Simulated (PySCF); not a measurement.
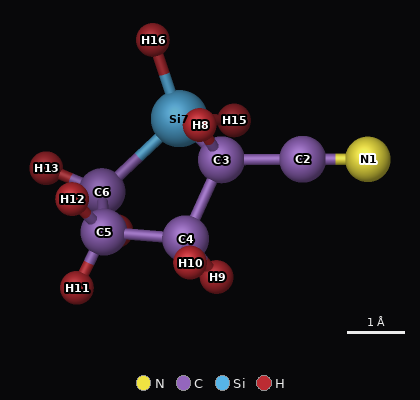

Figure 1. The structure as given in the input (ball-and-stick view, seen at a tilt; atoms are numbered from 1 in the order of the input).

# What a change does: NMR shielding calculation on C₅H₉NSi

System: C₅H₉NSi.
Method of run 1: GIAO PBE0/pcSseg-1 NMR shielding, non-relativistic, gas phase (PySCF 2.14.0).

The geometry comes from this level: PBE0-D3(BJ)/def2-SVP. Text and figures count atoms from 1; the logs count them from 0 in places.

**Input file, run 1**
```
{"job": {"kind": "nmr", "xc": "PBE0", "basis": "pcSseg-1"}, "charge": 0, "multiplicity": 1}
N      3.495749    -0.037990    -0.546829
C      2.428712    -0.167773    -0.112882
C      1.085130    -0.324024     0.400207
C      0.382811    -1.632095    -0.027028
C     -1.109475    -1.480461     0.265818
C     -1.613346    -0.173475    -0.367426
Si    -0.170956     1.036250    -0.140055
H      1.135775    -0.281256     1.502925
H      0.537041    -1.786145    -1.108649
H      0.819907    -2.503991     0.484319
H     -1.671940    -2.356303    -0.094701
H     -1.257588    -1.443517     1.359279
H     -2.562635     0.172368     0.067357
H     -1.785647    -0.311445    -1.448000
H      0.249705     1.721489    -1.395738
H     -0.359813     2.045936     0.943189
```

The first line tells a small driver script what to run in PySCF; the rest is the geometry in Å.

Launched with:
```bash
OMP_NUM_THREADS=1 python <driver script> task.json out
```

Hardware: 1 CPU thread, shared host.

**Output (run 1)**
```
coarse grid: 13696 points
cycle   1  E = -539.6177505231  dE =  6.948e-01  |g| = 4.894e-01  |ddm| = 3.621e+00
cycle   2  E = -539.4787111864  dE =  1.390e-01  |g| = 9.400e-01  |ddm| = 1.264e+00
cycle   3  E = -539.6738072229  dE = -1.951e-01  |g| = 1.596e-01  |ddm| = 8.507e-01
cycle   4  E = -539.6793549327  dE = -5.548e-03  |g| = 4.688e-02  |ddm| = 1.477e-01
cycle   5  E = -539.6798639746  dE = -5.090e-04  |g| = 1.123e-02  |ddm| = 5.467e-02
cycle   6  E = -539.6798959376  dE = -3.196e-05  |g| = 1.692e-03  |ddm| = 1.364e-02
cycle   7  E = -539.6798966865  dE = -7.488e-07  |g| = 3.899e-04  |ddm| = 2.491e-03
final grid: 127312 points
cycle   8  E = -539.7210411665  dE = -2.764e-05  |g| = 6.799e-03  |ddm| = 2.728e-02
cycle   9  E = -539.7210349344  dE =  6.232e-06  |g| = 8.426e-03  |ddm| = 1.346e-02
cycle  10  E = -539.7210532612  dE = -1.833e-05  |g| = 6.616e-04  |ddm| = 7.479e-03
cycle  11  E = -539.7210533620  dE = -1.008e-07  |g| = 2.071e-04  |ddm| = 9.311e-04
cycle  12  E = -539.7210533668  dE = -4.786e-09  |g| = 1.528e-04  |ddm| = 2.589e-04
cycle  13  E = -539.7210533717  dE = -4.905e-09  |g| = 2.643e-05  |ddm| = 1.159e-04
cycle  14  E = -539.7210533718  dE = -1.521e-10  |g| = 3.768e-06  |ddm| = 2.904e-05
converged SCF energy = -539.7210533718

GIAO shielding tensors (ppm)
atom      isotropic    diamagn.    paramagn.     s11        s22        s33       span
  0 N      -35.145     339.772    -374.917   -210.177   -187.993    292.735    502.912
  1 C       58.896     257.160    -198.263    -61.075    -56.419    294.183    355.258
  2 C      172.216     254.670     -82.454    153.299    170.463    192.886     39.587
  3 C      148.444     247.153     -98.709    124.122    156.039    165.171     41.049
  4 C      155.063     247.282     -92.219    133.790    160.608    170.791     37.001
  5 C      175.202     253.139     -77.937    158.428    170.160    197.018     38.590
  6 Si     367.694     879.592    -511.898    311.821    369.448    421.814    109.993
  7 H       29.731      30.016      -0.285     25.355     27.875     35.964     10.609
  8 H       29.894      30.583      -0.689     25.657     28.584     35.441      9.784
  9 H       29.020      29.059      -0.039     23.845     27.447     35.768     11.923
 10 H       29.227      28.694       0.533     23.684     27.072     36.925     13.241
 11 H       30.162      30.243      -0.081     25.467     28.100     36.919     11.452
 12 H       30.282      29.533       0.749     25.472     27.026     38.347     12.875
 13 H       30.377      30.343       0.034     25.922     27.392     37.818     11.896
 14 H       26.920      28.800      -1.879     23.601     24.906     32.253      8.652
 15 H       26.949      28.604      -1.655     23.534     24.641     32.671      9.137
```

For run 2 the input was changed thus:
```diff
-"xc": "PBE0"
+"xc": "KT3"
+"pop": false
```

What does this change do to the results?

The total energies belong to different methods, so their difference says nothing on which is more stable or more accurate. The HOMO goes from −8.31 to −7.09 eV. The LUMO goes from 0.26 to −0.61 eV. The dipole moment goes from 4.86 to 4.69 D. Of all shieldings, the largest change is that of N1, by +22.3 ppm. The functional changes from PBE0 to KT3. Exact exchange removes part of the self-interaction error of semilocal functionals, which pushes filled and empty levels apart. The SCF takes 15 iterations against 14.

**Output (run 2)**
```
coarse grid: 13696 points
cycle   1  E = -546.3769454832  dE =  5.477e-01  |g| = 6.002e-01  |ddm| = 3.680e+00
cycle   2  E = -546.0511708623  dE =  3.258e-01  |g| = 1.286e+00  |ddm| = 1.952e+00
cycle   3  E = -546.4422972335  dE = -3.911e-01  |g| = 3.640e-01  |ddm| = 1.452e+00
cycle   4  E = -546.4730441907  dE = -3.075e-02  |g| = 7.532e-02  |ddm| = 3.203e-01
cycle   5  E = -546.4744061652  dE = -1.362e-03  |g| = 2.113e-02  |ddm| = 1.042e-01
cycle   6  E = -546.4745226057  dE = -1.164e-04  |g| = 5.390e-03  |ddm| = 3.229e-02
cycle   7  E = -546.4745310077  dE = -8.402e-06  |g| = 1.202e-03  |ddm| = 8.519e-03
final grid: 127312 points
cycle   8  E = -546.4822683483  dE = -2.205e-04  |g| = 1.158e-02  |ddm| = 5.668e-02
cycle   9  E = -546.4822538407  dE =  1.451e-05  |g| = 1.165e-02  |ddm| = 1.900e-02
cycle  10  E = -546.4822673500  dE = -1.351e-05  |g| = 8.494e-03  |ddm| = 1.637e-02
cycle  11  E = -546.4822827873  dE = -1.544e-05  |g| = 1.828e-03  |ddm| = 6.698e-03
cycle  12  E = -546.4822836575  dE = -8.702e-07  |g| = 3.012e-04  |ddm| = 1.818e-03
cycle  13  E = -546.4822836819  dE = -2.436e-08  |g| = 6.562e-05  |ddm| = 4.278e-04
cycle  14  E = -546.4822836830  dE = -1.142e-09  |g| = 1.413e-05  |ddm| = 8.828e-05
cycle  15  E = -546.4822836831  dE = -5.457e-11  |g| = 2.889e-06  |ddm| = 2.189e-05
converged SCF energy = -546.4822836831

GIAO shielding tensors (ppm)
atom      isotropic    diamagn.    paramagn.     s11        s22        s33       span
  0 N      -12.859     340.785    -353.644   -174.684   -156.574    292.682    467.366
  1 C       70.366     257.281    -186.915    -42.176    -37.708    290.982    333.158
  2 C      167.921     255.045     -87.124    149.835    165.989    187.939     38.104
  3 C      144.982     247.654    -102.672    121.366    152.312    161.269     39.904
  4 C      151.089     247.847     -96.758    129.912    157.381    165.974     36.062
  5 C      171.338     253.122     -81.784    155.338    165.812    192.865     37.527
  6 Si     384.445     882.459    -498.014    333.506    384.081    435.747    102.241
  7 H       29.650      30.472      -0.823     25.442     28.007     35.501     10.059
  8 H       29.941      30.986      -1.045     25.914     28.725     35.185      9.271
  9 H       29.000      29.011      -0.011     24.170     27.560     35.271     11.102
 10 H       29.170      28.546       0.624     23.899     27.240     36.372     12.473
 11 H       30.160      30.579      -0.419     25.630     28.244     36.606     10.976
 12 H       30.233      29.696       0.537     25.690     27.262     37.746     12.057
 13 H       30.387      30.655      -0.267     26.084     27.640     37.438     11.354
 14 H       27.130      29.396      -2.266     23.963     25.179     32.248      8.286
 15 H       27.143      29.178      -2.035     23.870     24.896     32.663      8.793
```

**The two runs side by side**

```tsv
quantity	run 1	run 2
outcome	converged	converged
total energy (hartree)	−539.721053	−546.482284
HOMO (eV)	−8.31	−7.09
LUMO (eV)	0.26	−0.61
dipole moment (D)	4.86	4.69
shielding of N1 (ppm)	−35.1	−12.9
shielding of C2 (ppm)	58.9	70.4
shielding of C3 (ppm)	172.2	167.9
shielding of C4 (ppm)	148.4	145.0
shielding of C5 (ppm)	155.1	151.1
shielding of C6 (ppm)	175.2	171.3
shielding of Si7 (ppm)	367.7	384.4
SCF iterations	14	15
basis functions	171	171
wall time (shared host)	55 s	54 s
```
